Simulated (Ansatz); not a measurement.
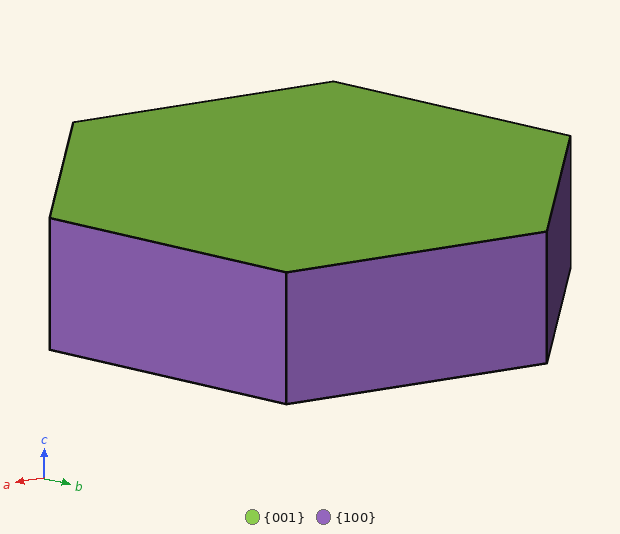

Na₃N₂, space group P6/mmm (No. 191), a = 3.344 Å, b = 3.344 Å, c = 10.341 Å, α = 90.00°, β = 90.00°, γ = 120.00°. BFDH (Bravais–Friedel–Donnay–Harker) growth shape, computed from the cell and space group alone: each face lies at a distance from the centre proportional to 1/d(hkl), with d taken for the first order that the space group does not extinguish. It ignores bonding, solvent and kinetics. Source: the end point of a relaxation with DFT PBE, scalar-relativistic, plane waves, PAW in Ansatz 0.2.0; the starting structure was generated, so it need not be a known form of this composition. Forms under 0.4 % of the area are left out.

**Describe the habit.**

It is plate-like. Widths along a, b and c stand as 1.00 : 1.00 : 0.24.

**Which form makes up most of the surface, and how much?**

{001}, with 2 faces and about 64 % of the area; its spacing is d = 10.341 Å.

**How many faces does the whole crystal have, by form?**

8 faces: 2 of {001} and 6 of {100}.

**List the forms with their spacings and shares.**

```csv
form,faces,d (Å),share of area (%)
{001},2,10.341,64.1
{100},6,2.896,35.9
```
